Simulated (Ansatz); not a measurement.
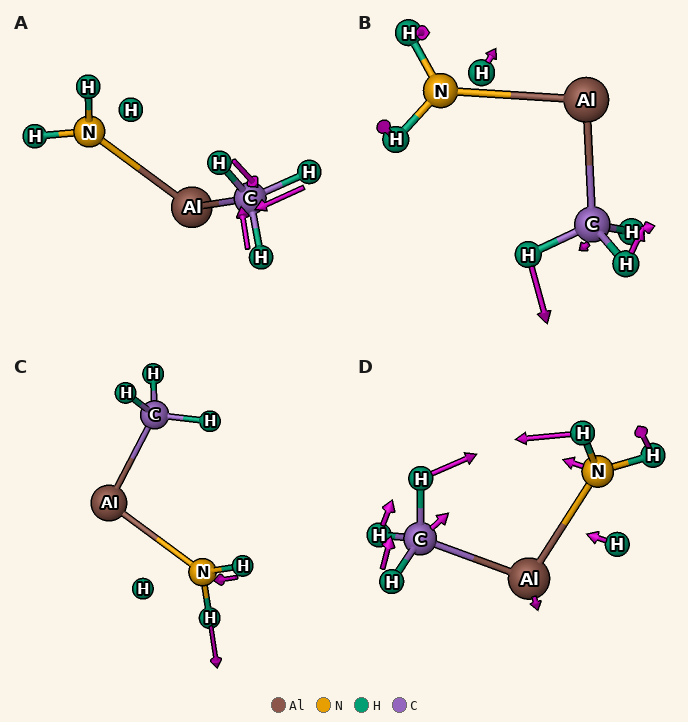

4 normal modes of one molecule or complex, as arrows. Harmonic vibrations computed with RKS PBE0-D4/def2-SVP (Ansatz 0.2.0) at a stationary point of the same level. It is a saddle point of order 2.

Question: Match the panels to the wavenumbers 166 cm⁻¹, 648 cm⁻¹, 3009 cm⁻¹, 3592 cm⁻¹.

Answer: A: 3009 cm⁻¹, in-phase stretching of 3 C–H bonds
B: 648 cm⁻¹, Al–C–H bending
C: 3592 cm⁻¹, out-of-phase stretching of 2 N–H bonds
D: 166 cm⁻¹
